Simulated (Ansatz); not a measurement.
# Al3BP4: a trial structure relaxed, part 2 of 2

The task: take a trial cell of Al3BP4 to zero force and stress.

Ansatz 0.2.0; DFT PBE, scalar-relativistic, plane waves, PAW.

### 4 Relaxation on the finer mesh

The end of the coarse run is made exact in the group found at a tolerance of 0.06 Å and reduced to its primitive cell.

File input.yaml:

```yaml
crystal:
  lattice:
    - [-2.6418918173, 2.6418918173, 5.2327997162]
    - [2.6418918173, -2.6418918173, 5.2327997162]
    - [2.6418918173, 2.6418918173, -5.2327997162]
  atoms:
    - { symbol: Al, position: [0.75, 0.25, 0.5] }
    - { symbol: Al, position: [0.0, 0.0, 0.0] }
    - { symbol: Al, position: [0.25, 0.75, 0.5] }
    - { symbol: B, position: [0.5, 0.5, 0.0] }
    - { symbol: P, position: [0.8326827471, 0.3950013369, 0.0] }
    - { symbol: P, position: [0.1673172529, 0.1673172529, 0.5623185897] }
    - { symbol: P, position: [0.3950013369, 0.8326827471, 0.0] }
    - { symbol: P, position: [0.6049986631, 0.6049986631, 0.4376814103] }
basis:
  ecutwfc: 420
kpoints:
  mp_grid: { grid: [8, 8, 8] }
hamiltonian:
  xc: pbe
scf:
  occupations: { method: gaussian, width: 0.02 }
output:
  forces: true
  stress: true
  eigenvalues: true
  write_density: true
  write_potential: true
  elf: true
  volumetric_format: npy
relax:
  adjacent_minimum: "off"
  f_tol: 0.01
  max_steps: 80
  cell: { stress_tol: 0.05 }
```

On the command line:

```
$ ansatz run input.yaml --threads 1 --pin off --max-ram 2560MiB --backend cpu --events-out ev --progress --plain --runs-dir out
```

Standard output (excerpt; [...] marks lines left out):

```text
Warning: RAYON_NUM_THREADS=1 ignored (pool sized by the plan → 1); use --threads N
[...]
Pseudopotentials: kind: paw
Pseudopotential: Al, paw, valence charge 3, recommended cutoff 420 eV (normal), Al.paw.azcp
Pseudopotential: B, paw, valence charge 3, recommended cutoff 420 eV (normal), B.paw.azcp
Pseudopotential: P, paw, valence charge 5, recommended cutoff 420 eV (normal), P.paw.azcp
Functional definition: PBE
[...]
Crystal: 8 atoms, lattice volume = 146.091 Å³
Basis set: ecut = 420 eV, 2881 PW (Γ), exchange–correlation on 90×90×90 points (8 copies of the dense FFT grid, shifted against one another)
Bands: 24, of which v1, the nominal top of the filled ones, is band 16 counted from 1 (15 counted from 0)
Symmetry: 8 space group operations
Space group: I-42m (ITA 121), of the structure as read, at distance tolerance 5.3e-5 Å
k-points: 59 of 512 (time reversal used)
[...]
  F+E_penalty+E_count = -4794.86505892 eV   max|allowed force component| = 4.435e-3 eV/Å   (the final SCF, on the basis selected at the relaxed cell)
  cell:  # Å, volume = 146.1767 Å³
    - [-2.6401594093019094, 2.6401594093019094, 5.242736013681227]
    - [2.6401594093019094, -2.6401594093019094, 5.242736013681227]
    - [2.6401594093019094, 2.6401594093019094, -5.242736013681227]
  atoms:
    - { symbol: Al, position: [0.7500000000000001, 0.24999999999999994, 0.5000000000000001] }
    - { symbol: Al, position: [-7.769756855462355e-21, -7.769756855462332e-21, 2.2781141289733132e-35] }
    - { symbol: Al, position: [0.24999999999999994, 0.7500000000000001, 0.5000000000000001] }
    - { symbol: B, position: [0.5, 0.5, -1.438488773922944e-34] }
    - { symbol: P, position: [0.8326494321986253, 0.39534395245372794, 0.0] }
    - { symbol: P, position: [0.16735056780137492, 0.16735056780137492, 0.5626945202551029] }
    - { symbol: P, position: [0.39534395245372794, 0.8326494321986253, 0.0] }
    - { symbol: P, position: [0.6046560475462721, 0.6046560475462721, 0.4373054797448973] }
```

It took 90 s on 1 thread of Arm Neoverse V1, shared host; peak memory 0.49 GiB.

The steps of the relaxation:

```
step  E - E(step 1) (eV/cell)  largest force component (eV/Å)  pressure (GPa)  volume (Å³)
   1                   0.0000                          0.0203            0.07       146.09
   2                  -0.0001                          0.0044            0.01       146.18
   3                  -0.0002                          0.0044            0.01       146.18
```

Step 1 is the start. Step 3 repeats the geometry before it on a plane-wave basis chosen anew for that cell, so its energy need not be comparable with the rows above.

Lengths and angles in the start's conventional setting:

|  | before | after | change |
| --- | --- | --- | --- |
| a (Å) | 5.284 | 5.280 | -0.1 % |
| b (Å) | 5.284 | 5.280 | -0.1 % |
| c (Å) | 10.466 | 10.485 | +0.2 % |
| volume (Å³/atom) | 18.26 | 18.27 | +0.1 % |
| shortest distance (Å) | 2.023 | 2.024 | 0.0 % |
| space group (0.01 Å) | I-42m | I-42m | same |

The run keeps the 8 symmetry operations of the start, so it could not have lowered the symmetry.

Axes a, b and c in the maps are those of this run's conventional cell (a, b, c = 5.280, 5.280, 10.485 Å).

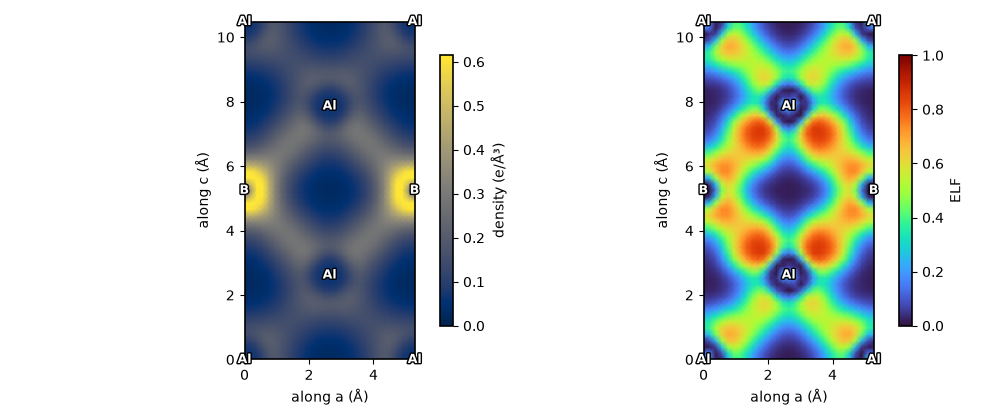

Density (left) and ELF (right) in a lattice plane of the grid's cell (edges 5.28 and 10.49 Å, at 0.000 of the third edge), which holds Al and B. Only atoms in the plane are labelled. Both are smooth fields of the valence electrons: close to the nuclei they are not physical.

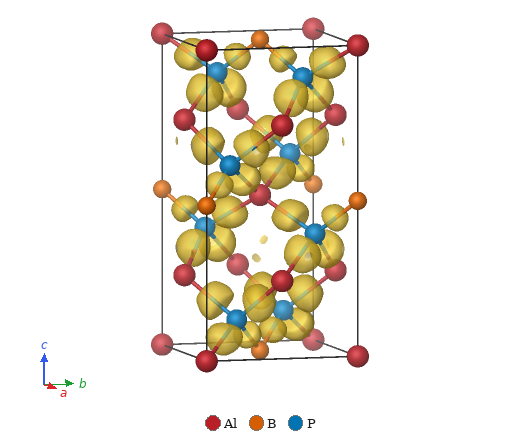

Surface of ELF = 0.85, drawn in one cell.

Maxima of ELF outside the ion cores: 0.95 on the P–Al line, 1.1 Å from P; 0.94 on the B–P line, 1.0 Å from B.

### 5 The same system, input altered

File input.yaml:

```yaml
crystal:
  lattice:
    - [-2.6401594093, 2.6401594093, 5.2427360137]
    - [2.6401594093, -2.6401594093, 5.2427360137]
    - [2.6401594093, 2.6401594093, -5.2427360137]
  atoms:
    - { symbol: Al, position: [0.75, 0.25, 0.5] }
    - { symbol: Al, position: [0.0, 0.0, 0.0] }
    - { symbol: Al, position: [0.25, 0.75, 0.5] }
    - { symbol: B, position: [0.5, 0.5, 0.0] }
    - { symbol: P, position: [0.8326494322, 0.3953439525, 0.0] }
    - { symbol: P, position: [0.1673505678, 0.1673505678, 0.5626945203] }
    - { symbol: P, position: [0.3953439525, 0.8326494322, 0.0] }
    - { symbol: P, position: [0.6046560475, 0.6046560475, 0.4373054797] }
basis:
  ecutwfc: 420
  ecutrho_ratio: 2
kpoints:
  mp_grid: { grid: [8, 8, 8] }
hamiltonian:
  xc: pbe
scf:
  occupations: { method: gaussian, width: 0.02 }
  max_iter: 75
output:
  forces: true
  eigenvalues: true
  stress: true
```

On the command line:

```
$ ansatz run input.yaml --threads 1 --pin off --max-ram 2560MiB --backend cpu --events-out ev --progress --plain --runs-dir out
```

Standard output (excerpt; [...] marks lines left out):

```text
Warning: basis.ecutrho_ratio = 2 (ecutrho = 840 eV) is below the records' recommended 1680 eV
settings of this run that can trade accuracy for cost: basis.ecutrho_ratio < 4. Do not mix this run's numbers with those of runs without the same settings; the input reference describes each key
Warning: RAYON_NUM_THREADS=1 ignored (pool sized by the plan → 1); use --threads N
[...]
Pseudopotentials: kind: paw
Pseudopotential: Al, paw, valence charge 3, recommended cutoff 420 eV (normal), Al.paw.azcp
Pseudopotential: B, paw, valence charge 3, recommended cutoff 420 eV (normal), B.paw.azcp
Pseudopotential: P, paw, valence charge 5, recommended cutoff 420 eV (normal), P.paw.azcp
Functional definition: PBE
[...]
Crystal: 8 atoms, lattice volume = 146.177 Å³
Basis set: ecut = 420 eV, 2881 PW (Γ), exchange–correlation on 80×80×80 points (8 copies of the dense FFT grid, shifted against one another)
[...]
SCF converged after 6 iterations
Free energy (F): -4794.867031 eV
[...]
E sigma→0 (E₀):  -4794.867031 eV
Fermi energy:    6.458318 eV
[...]
--- Forces (eV/Å), atoms counted from 1 ---
  atom   1  Al     0.00000000    -0.00000000     0.00000000
  atom   2  Al    -0.00000000     0.00000000     0.00000000
  atom   3  Al     0.00000000     0.00000000     0.00000000
  atom   4  B     -0.00000000     0.00000000    -0.00000000
  atom   5  P     -0.00033321     0.00033321    -0.00428362
  atom   6  P     -0.00033321    -0.00033321     0.00428362
  atom   7  P      0.00033321    -0.00033321    -0.00428362
  atom   8  P      0.00033321     0.00033321     0.00428362
[...]
--- Stress (GPa, compression-positive) ---
        0.046357      -0.000000       0.000000
       -0.000000       0.046357      -0.000000
        0.000000      -0.000000      -0.032847
  P = ⅓ Tr σ = 0.0200 GPa (0.200 kbar)
--- Band table (eV; the first three rows and the last of 59) ---
[... band rows left out ...]
[...]
settings of this run that can trade accuracy for cost: basis.ecutrho_ratio < 4. Do not mix this run's numbers with those of runs without the same settings; the input reference describes each key
```

Wall time 27 s (1 thread of Arm Neoverse V1, shared host); peak memory 0.42 GiB.

### 6 Can this result be trusted?

The program finished normally, with warnings (cutoff below recommended). Its log warns: «basis.ecutrho_ratio = 2 (ecutrho = 840 eV) is below the records' recommended 1680 eV»

Look at the input: basis.ecutrho_ratio is 2. What could go wrong: density grid too coarse. No harm here: the energy lies within 1 meV an atom of the sound run's.

To undo it: delete basis.ecutrho_ratio (the default then holds).

| run | ending | energy change | pressure (GPa) | gap (eV) | force (eV/Å) | cycles | time |
| --- | --- | --- | --- | --- | --- | --- | --- |
| step 4 | converged | 0 | 0.0 | 1.14 | 0.00 | - | 90 s |
| altered | converged | -0.2 meV/atom | 0.0 | 1.14 | 0.00 | 6 | 27 s |

Changing the numerical grids leaves the energy as it was (-0.2 meV/atom).

### 7 What came out

The summary covers parts 1 to 2. Changes of volume or cell count from the first structure of part 1.

| quantity | value |
| --- | --- |
| symmetry at the end (tolerance 0.02 Å) | space group I-42m (No. 121) |
| conventional cell | a = 5.280 Å, b = 5.280 Å, c = 10.485 Å, α = 90.00°, β = 90.00°, γ = 90.00° |
| volume | 18.27 Å³/atom |
| energy over the elements, black P | -0.47 eV/atom |
| gap on the mesh | 1.14 eV |

What this shows: The space group I-42m (No. 121) is kept, and the volume per atom grows by 8.5 % from the first guess. A negative formation energy is needed for stability but isn't enough; other structures and compounds were not set against it here. No finished test with a distortion of lower symmetry is shown, so the end may be a saddle point.
